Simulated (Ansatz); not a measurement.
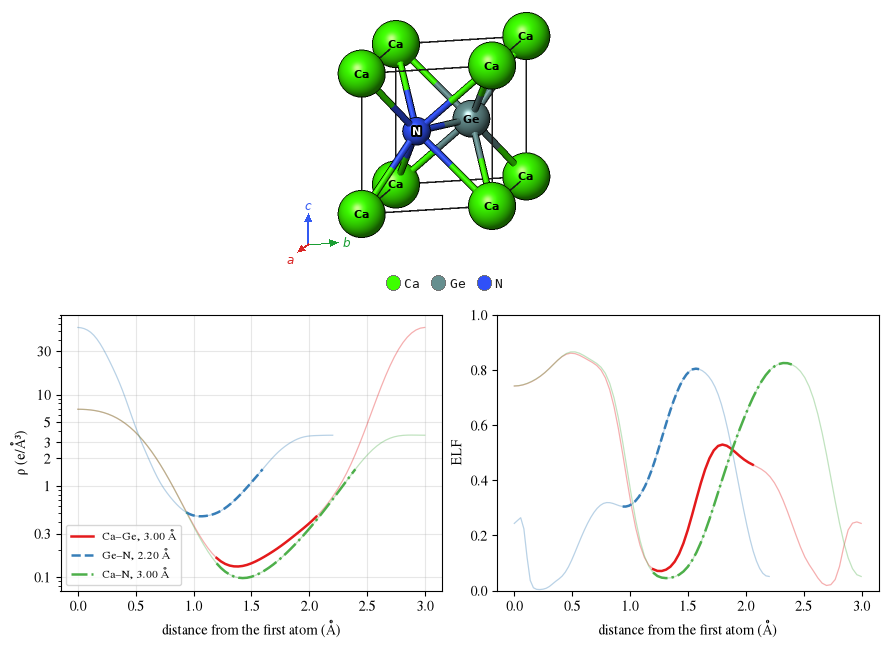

The picture shows: CaGeN. Valence pseudo-density and ELF along straight lines between neighbouring atoms. Thin, pale parts lie inside the atomic spheres. The structure is drawn too.

Space group P-6m2; a structure generated by program, which may or may not match a known phase; computed without spin polarisation.

Method: DFT PBE, scalar-relativistic, plane waves, PAW (Ansatz).

Core electrons are frozen (PAW), and the valence fields are smoothed inside the atomic spheres.

What can be read from the curves?

Answer. Ca–Ge (3.00 Å): ρ at the midpoint is about 0.14 e/Å³; the ELF peaks at about 0.55 in the valence shell of Ge, 1.2 Å from its nucleus, and drops to about 0.05 between the two atoms; no localised pair shows between them.
Ge–N (2.20 Å): ρ is about 0.47 e/Å³ halfway; the ELF peaks at about 0.80 in the valence shell of N, 0.6 Å from its nucleus, and is about 0.35 at the midpoint.
Ca–N (3.00 Å): the density is about 0.1 e/Å³ at the midpoint; the ELF is about 0.10 at the midpoint: no shared electron pair shows on this line.
